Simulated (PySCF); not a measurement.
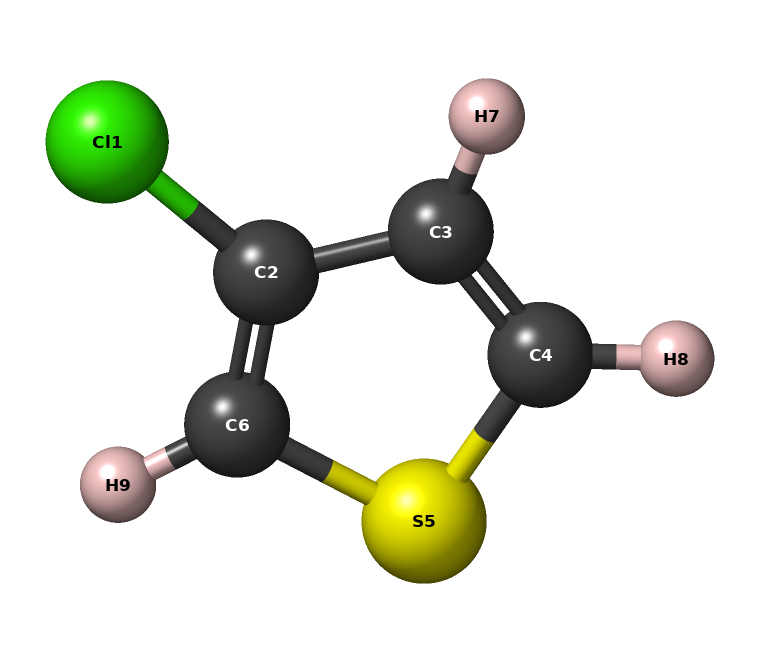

The computed structure is the end point of a GFN2-xTB optimisation. No frequency run is at hand to confirm it as a minimum. Electric field gradients from the ground-state density, PBE0/pcSseg-1 (PySCF 2.14.0), non-relativistic apart from any core potentials.

Give the largest field-gradient component, the quadrupole coupling constant and the asymmetry for 35Cl at Cl1 (Q = −81.7 mb), 33S at S5 (Q = −67.81 mb), 2H at H7 (Q = 2.86 mb), 2H at H8 (Q = 2.86 mb).

| atom | V_zz (a.u.) | e²qQ/h (MHz) | η |
| --- | --- | --- | --- |
| Cl1 | 4.017 | −77.1 | 0.05 |
| S5 | 1.842 | −29.3 | 0.59 |
| H7 | 0.340 | 0.229 | 0.07 |
| H8 | 0.347 | 0.233 | 0.09 |
